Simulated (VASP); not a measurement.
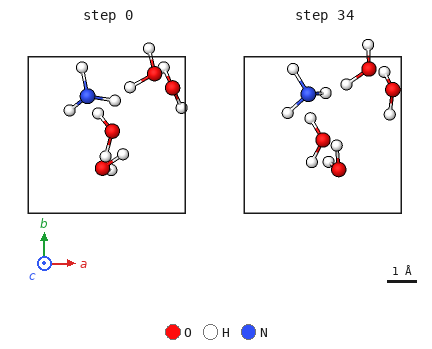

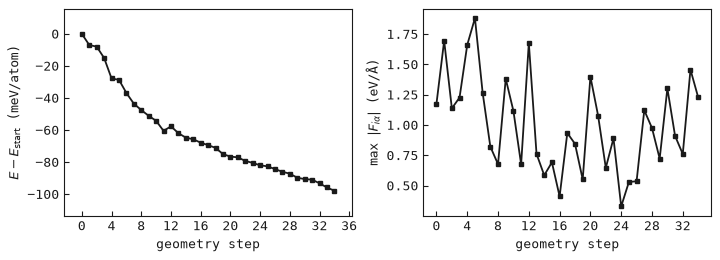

First and last geometry of a relaxation of an amorphous cell of composition H11NO4, with the history of the run. Style: ball-and-stick. Shown: the cell of the calculation, along the c axis.

The run lets the atoms move in a fixed cell.

The calculation used Kohn-Sham DFT of a periodic cell, PBE with D3(BJ), VASP PAW PBE potentials, recommended (VASP 6.6.1).

Input file:
```
SYSTEM = H11NO4
PREC = Accurate ; ENCUT = 520
EDIFF = 1E-6 ; ISMEAR = -1
SIGMA = 0.02 ; LREAL = Auto
LASPH = .True. ; NELM = 100
ALGO = Fast ; ISIF = 2
LWAVE = .False. ; LCHARG = .False.
GGA = PE ; IVDW = 12
IBRION = 2 ; NSW = 35
EDIFFG = -0.3
```

Command:
```bash
cat potpaw_PBE.64/O/POTCAR potpaw_PBE.64/H/POTCAR potpaw_PBE.64/N/POTCAR > POTCAR
mpirun -np 1 vasp_gam > vasp.out
```

Q: Read the history and describe the run.

A: The relaxation stopped without meeting its thresholds, so the last structure isn't shown to be converged. The largest move is that of an O atom, 0.80 Å along [2 0 −1]. By element the largest moves are O 0.80 Å, H 0.63 Å, N 0.32 Å. The cell stays as it was. Among the contacts that change: H–O 0.969 → 1.002 Å, H–O 0.969 → 0.946 Å, H–N 1.017 → 1.026 Å, H–O 0.969 → 0.976 Å. Among the angles between lasting bonds that change: H–N–H 106.3° → 101.1°, H–N–H 106.3° → 101.6°, H–O–H 104.0° → 99.4°. After 34 geometry steps the energy has fallen by 97.9 meV per atom. The largest force component goes from 1.2 to 1.2 eV/Å.

| step | E − E(0), meV/atom | largest force component, eV/Å |
| --- | --- | --- |
| 0 | 0.00 | 1.1750 |
| 1 | -6.96 | 1.6956 |
| 2 | -7.98 | 1.1373 |
| 3 | -15.07 | 1.2265 |
| 4 | -27.81 | 1.6613 |
| 5 | -28.68 | 1.8816 |
| 6 | -36.89 | 1.2666 |
| 7 | -43.55 | 0.8212 |
| 8 | -47.53 | 0.6765 |
| 9 | -51.13 | 1.3816 |
| 10 | -54.25 | 1.1156 |
| 11 | -60.50 | 0.6753 |
| 13 | -61.95 | 0.7620 |
| 14 | -64.76 | 0.5852 |
| 15 | -65.74 | 0.6919 |
| 16 | -67.90 | 0.4106 |
| 18 | -71.11 | 0.8445 |
| 19 | -74.99 | 0.5505 |
| 20 | -76.58 | 1.3989 |
| 21 | -77.03 | 1.0773 |
| 23 | -80.49 | 0.8901 |
| 24 | -82.00 | 0.3283 |
| 25 | -82.64 | 0.5296 |
| 26 | -84.35 | 0.5359 |
| 28 | -87.21 | 0.9752 |
| 29 | -89.75 | 0.7225 |
| 30 | -90.61 | 1.3021 |
| 31 | -90.94 | 0.9102 |
| 33 | -95.84 | 1.4567 |
| 34 | -97.86 | 1.2289 |

Limits of the set-up: the periodic images lie only 5.4 Å apart, so the values are limited by the cell's size.
